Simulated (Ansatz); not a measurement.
# Two runs on CH$_{3}$FInO

System: CH$_{3}$FInO, multiplicity 2, SMILES C[O][In][F].
Method of the first run: UKS PBE-QIDH (frozen core)/def2-TZVPP (Ansatz 0.2.0).

The geometry comes from this level: PBE0-D4/def2-TZVP. Text and figures count atoms from 1; the logs count them from 0 in places.

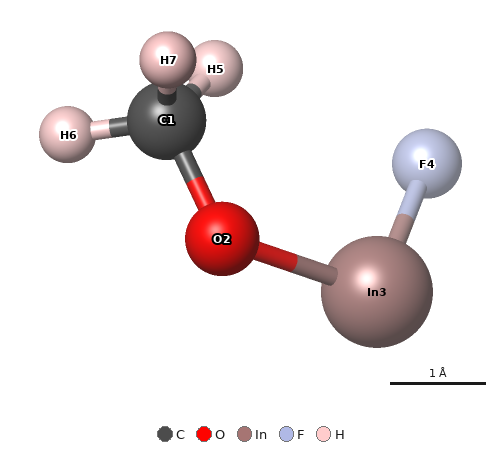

The input geometry (ball-and-stick view, seen at a tilt; atoms are numbered from 1 in the order of the input). Sticks mark near contacts. Bond lengths as drawn: C–H 1.10 Å, C–O 1.41 Å, F–In 1.97 Å and In–O 2.01 Å.

Input file, the first run:
```yaml
crystal:
  periodic: [false, false, false]
  atoms:
    - {symbol: C, position_ang: [0.217515, 0.862652, 0.000141]}
    - {symbol: O, position_ang: [-0.179686, 0.100866, 1.119381]}
    - {symbol: In, position_ang: [-0.613897, -1.842286, 0.837027]}
    - {symbol: F, position_ang: [-0.411846, -2.383586, -1.050096]}
    - {symbol: H, position_ang: [0.236196, 0.296442, -0.939324]}
    - {symbol: H, position_ang: [-0.472917, 1.703557, -0.133596]}
    - {symbol: H, position_ang: [1.224635, 1.262345, 0.166456]}
basis:
  gaussian: {orbitals: def2-TZVPP}
magnetization: {spin_polarized: true, initial_magnetization: 1}
hamiltonian: {xc: {name: PBE-QIDH}}
```

Hardware: 4 CPU threads, shared host.

Output (the first run):
```
Functional definition: PBE-QIDH
  parameter a = 3^(-1/3)
  parameter c = 1/3
  exchange = (1 - a)*pbe_x + a*exact_x
  correlation = (1 - c)*pbe_c + c*(mp2_os + mp2_ss)
1316 factors; integrals over basis functions are off by at most 1.0e-3 eV
mean field evaluation 1: about -10998.3044 eV, gradient 4.0e1 eV
mean field evaluation 2: about -10998.3100 eV, gradient 4.0e1 eV
mean field evaluation 4: about -11004.3189 eV, gradient 4.3e0 eV
mean field evaluation 8: about -11004.4328 eV, gradient 5.9e-1 eV
mean field evaluation 16: about -11004.4384 eV, gradient 4.8e-3 eV
mean field -11004.43841889 eV, -404.4056528178 hartree, gradient 1.4e-6 eV, S^2 0.757963; 0 other end points of the search recorded, 0 dependent functions left out
7 core orbitals not correlated: weight in the atoms' cores, before any rotation towards them, 1.000 or more for the frozen orbitals, at most 0.000 for the correlated occupied ones
reference -11004.43843331 eV, -404.4056533480 hartree; 17, 16 occupied and 161, 162 virtual orbitals, 1316 factors
second order -28.39613591 eV of doubles, -0.00000000 eV of singles
Total energy: -11013.90381195 eV, -404.7534995970 hartree
```

The input of the second run differs as follows (lines with − go, lines with + come):
```diff
-hamiltonian: {xc: {name: PBE-QIDH}}
+hamiltonian: {xc: {name: B2PLYP}}
```

How does the second run compare with the first run?

The total energies belong to different methods, so their difference says nothing on which is more stable or more accurate. The functional changes from PBE-QIDH to B2PLYP.

Output (the second run):
```
Functional definition: B2PLYP
  parameter a = 0.53
  parameter c = 0.27
  exchange = (1 - a)*b88_x + a*exact_x
  correlation = (1 - c)*lyp_c + c*(mp2_os + mp2_ss)
1316 factors; integrals over basis functions are off by at most 1.0e-3 eV
mean field evaluation 1: about -11001.0909 eV, gradient 4.5e1 eV
mean field evaluation 2: about -11001.1548 eV, gradient 4.4e1 eV
mean field evaluation 4: about -11008.1623 eV, gradient 1.2e1 eV
mean field evaluation 8: about -11008.6733 eV, gradient 9.3e-1 eV
mean field evaluation 16: about -11008.6803 eV, gradient 1.3e-3 eV
mean field evaluation 32: about -11007.1485 eV, gradient 4.0e0 eV
mean field -11008.68032723 eV, -404.5615400743 hartree, gradient 9.9e-6 eV, S^2 0.757826; 2 other end points of the search recorded, 0 dependent functions left out
7 core orbitals not correlated: weight in the atoms' cores, before any rotation towards them, 1.000 or more for the frozen orbitals, at most 0.000 for the correlated occupied ones
reference -11008.68049294 eV, -404.5615461640 hartree; 17, 16 occupied and 161, 162 virtual orbitals, 1316 factors
second order -30.69153460 eV of doubles, -0.00000000 eV of singles
Total energy: -11016.96720728 eV, -404.8660772991 hartree
```

The two runs side by side:

```csv
quantity,the first run,the second run
outcome,converged,converged
total energy (hartree),−404.753500,−404.866077
⟨S²⟩,0.758,0.758
basis functions,185,185
wall time (shared host),8.5 s,12 s
```
